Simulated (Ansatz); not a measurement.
# Exact exchange and the HOMO–LUMO gap of H2S2

H2S2: 4 atoms, total charge 0, spin state singlet. SMILES: `SS`. The coordinates come from a PBE0-D4/def2-TZVP relaxation.

The HOMO–LUMO gap y, in eV, basis def2-TZVPP; a is the functional's share of exact exchange. Programs: Ansatz 0.2.0.

```
functional  program     a  y (eV)
       PBE   Ansatz     0    4.37
      BLYP   Ansatz     0    4.33
     B3LYP   Ansatz   0.2    6.14
      PBE0   Ansatz  0.25    6.63
   r2SCAN0   Ansatz  0.25       ?
     BHLYP   Ansatz   0.5    8.82
```

**Question.** Fit y = c + s·a to the known rows and predict r2SCAN0.

**Answer.** 
1. Means of the 5 rows: a = 0.1900, y = 6.058.
2. Σ(Δa)² = 0.172, Σ(Δa·Δy) = 1.5404, so the slope is 1.5404/0.172 = 8.9558.
3. Intercept: 6.058 − (8.9558) × 0.1900 = 4.356. The largest residual of the fit is 0.035.
4. r2SCAN0: 4.356 + (8.9558) × 0.25 = 6.59 eV.

The run gave 6.94 eV, so the prediction is off by -0.35 eV, more than the scatter of the fit. Exact exchange lowers occupied levels and raises empty ones. The rows mix families of semi-local functionals, which the line can't see.

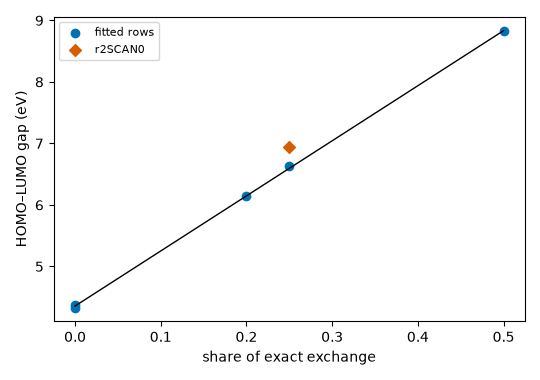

The fitted line, with the withheld row.
